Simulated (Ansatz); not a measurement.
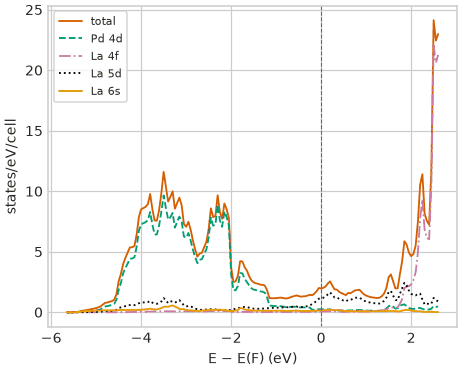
Fig. 1. Total and projected density of states of LaPd$_{2}$ in space group I4/mmm (No. 139; La on 2a, Pd on 4d), plane-wave PAW r²SCAN (Ansatz code)

Task: Which orbitals carry the states next to the Fermi level?

Result: Within 0.5 eV of the Fermi level: La 5d 55 %, Pd 4d 15 %, La 6s 8 %, outside the projected shells 17 %. Projections are on Löwdin-orthogonalised atomic valence shells; empty p or d shells of many metals are not among them.

Task: Where is the tallest occupied peak in this window, and what makes it?

Result: Near -3.5 eV, about 12 states/eV per cell; the largest projected share is Pd 4d.

The workflow started from an entry of the Crystallography Open Database (COD). Its standing as an ambient phase is unchecked. The r²SCAN relaxation kept the symmetry of its start; whether a distortion lowers the energy is not shown. No spin polarisation was allowed. The volume moved by -19 % from the start of the relaxation. The volume fell by over 15 % from the filed cell, which may lack light atoms or belong to other conditions. Spin–orbit coupling is left out wherever it is not named.

Potentials: the later of the program's two PAW sets.
